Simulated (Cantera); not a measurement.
Charge: 1 mol Si, 0.074 mol N2O, 9.3 mol H2, at 430 Pa.

Method: chemical equilibrium by Gibbs-energy minimisation in Cantera with the NASA 1993 tables (ideal gas, pure condensed phases). Candidate condensed phases: H2O, Si, SiO2, Si2N2O, Si3N4; 35 gas species. Mutual solubility and eutectic melting of coexisting phases are not modelled. Gases not in the tables: Si2H6 and higher silanes. Kinetics and transport are ignored.

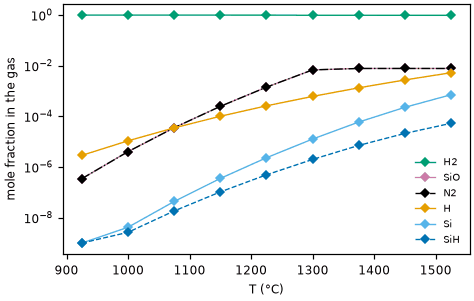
Equilibrium gas composition (values under 1e-9 drawn at 1e-9)

From 925 °C to 1300 °C the condensed part is Si(s) + Si2N2O(s). At 1375 °C the condensed part is Si(s). From 1450 °C to 1525 °C the condensed part is Si(l). The main Si-bearing gas is SiO throughout.
